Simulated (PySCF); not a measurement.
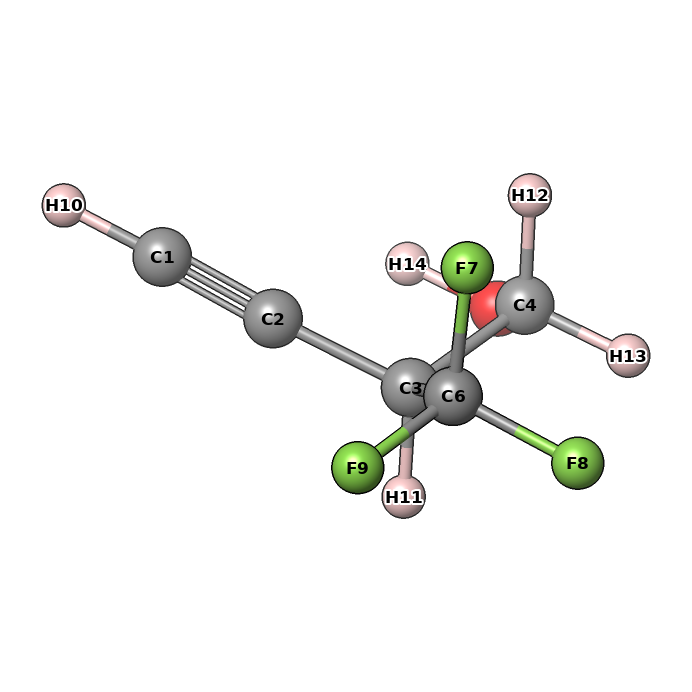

C3 lies behind C6. The molecule seen a little off the C6–C3 bond, C6 in front. Distant atoms are faded towards the background colour. The computed structure is the end point of a GFN2-xTB optimisation. No frequency run is at hand to confirm it as a minimum.

Q: What is the torsion angle F7–C6–C3–C4? The sign is positive where the front bond must turn clockwise to cover the back bond.

A: 60°, synclinal (gauche). The bonds about C6–C3 are staggered.
